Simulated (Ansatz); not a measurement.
# U-revPBE/STO-3G run of O2 (oxygen)

Aim: the vertical electron affinity of O2 (oxygen) at U-revPBE/STO-3G, from 2 runs. 

The calculation is run with Ansatz 0.2.0.

39 further runs of the same task are left out: 15 that didn't finish, 24 set aside as unsound or not needed.

## 1. The system as given

O2: 2 atoms, total charge 0, spin state triplet. As SMILES, `O=O`. Geometry: relaxed at GFN2-xTB.

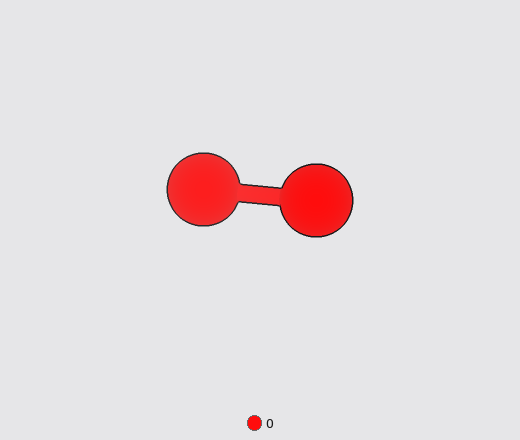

The structure, seen from a chosen angle (oxygen red).

## 2. The energy at U-revPBE/STO-3G

in.yaml

```yaml
basis:
  gaussian: {orbitals: STO-3G}
crystal:
  periodic: [false, false, false]
  atoms:
    - symbol: O
      position_ang: [0.516930, -0.167240, 0.266250]
    - symbol: O
      position_ang: [-0.516930, 0.167240, -0.266250]
accuracy: high
magnetization: {spin_polarized: true, initial_magnetization: 2}
hamiltonian: {xc: {name: revPBE}}
```

Run with:

```sh
$ ansatz run in.yaml --threads 1 --pin off --max-ram 2610MiB --events-out events.jsonl --progress --plain --runs-dir runs
```

Output:

```text
Warning: RAYON_NUM_THREADS=1 ignored (pool sized by the plan → 1); use --threads N
Functional definition: revPBE
  name "revPBE"
  parameter kappa = 1.245
  parameter beta = 0.06672455060314922
  exchange = pbe_x(kappa = kappa, mu = beta*pi^2/3)
  correlation = pbe_c(beta = beta)
149 factors; integrals over basis functions are off by at most 3.4e-8 eV
mean field evaluation 1: about -4034.2375 eV, gradient 5.1e0 eV
mean field evaluation 2: about -4034.4148 eV, gradient 1.1e0 eV
mean field evaluation 4: about -4034.3980 eV, gradient 1.2e-1 eV
mean field evaluation 8: about -4034.3981 eV, gradient 1.2e-4 eV
mean field -4034.39812037 eV, -148.2613963105 hartree, gradient 9.1e-9 eV, S^2 2.000410; 0 other end points of the search recorded, 0 dependent functions left out
reference -4034.39812110 eV, -148.2613963373 hartree; 9, 7 occupied and 1, 3 virtual orbitals, 149 factors
Total energy: -4034.39812110 eV, -148.2613963373 hartree
```

Wall time 0.55 s (1 thread of Arm Neoverse V1, shared host); peak memory 0.088 GiB.

## 3. The doublet anion

run.yaml

```yaml
crystal:
  periodic: [false, false, false]
  atoms:
    - symbol: O
      position_ang: [0.516930, -0.167240, 0.266250]
    - symbol: O
      position_ang: [-0.516930, 0.167240, -0.266250]
basis:
  gaussian: {orbitals: STO-3G}
accuracy: high
total_charge: -1
magnetization: {spin_polarized: true, initial_magnetization: 1}
hamiltonian: {xc: {name: revPBE}}
```

Run with:

```sh
$ ansatz run run.yaml --threads 1 --pin off --max-ram 2610MiB --events-out events.jsonl --progress --plain --runs-dir runs
```

Output (excerpt; [...] marks lines left out):

```text
Warning: RAYON_NUM_THREADS=1 ignored (pool sized by the plan → 1); use --threads N
[... 6 set-up lines as earlier in the session ...]
149 factors; integrals over basis functions are off by at most 3.4e-8 eV
mean field evaluation 1: about -4026.3589 eV, gradient 5.7e0 eV
mean field evaluation 2: about -4026.5707 eV, gradient 1.1e0 eV
mean field evaluation 4: about -4026.5595 eV, gradient 7.5e-2 eV
mean field evaluation 8: about -4026.5595 eV, gradient 3.8e-6 eV
mean field evaluation 16: about -4026.5721 eV, gradient 2.0e-8 eV
mean field -4026.55951003 eV, -147.9733326936 hartree, gradient 3.7e-9 eV, S^2 0.750090; 1 other end points of the search recorded, 0 dependent functions left out
reference -4026.55951078 eV, -147.9733327212 hartree; 9, 8 occupied and 1, 2 virtual orbitals, 149 factors
Total energy: -4026.55951078 eV, -147.9733327212 hartree
```

Wall time 0.73 s (1 thread of Arm Neoverse V1, shared host); peak memory 0.088 GiB.

## 4. What came out

Level: U-revPBE/STO-3G.

| quantity | value |
| --- | --- |
| triplet O2: total energy | -148.26140 Eh |
| triplet O2: ⟨S²⟩ | 2.000 |
| doublet anion: total energy | -147.97333 Eh |
| doublet anion: ⟨S²⟩ | 0.750 |
| vertical electron affinity (to the doublet anion) | -7.839 eV |

What this shows: The anion lies 7.84 eV (181 kcal/mol) above the neutral: the electron isn't bound at this level, and such a value depends on the basis. Without diffuse functions anions come out too high. In a minimal basis such a difference can be off by several eV, whatever the method.
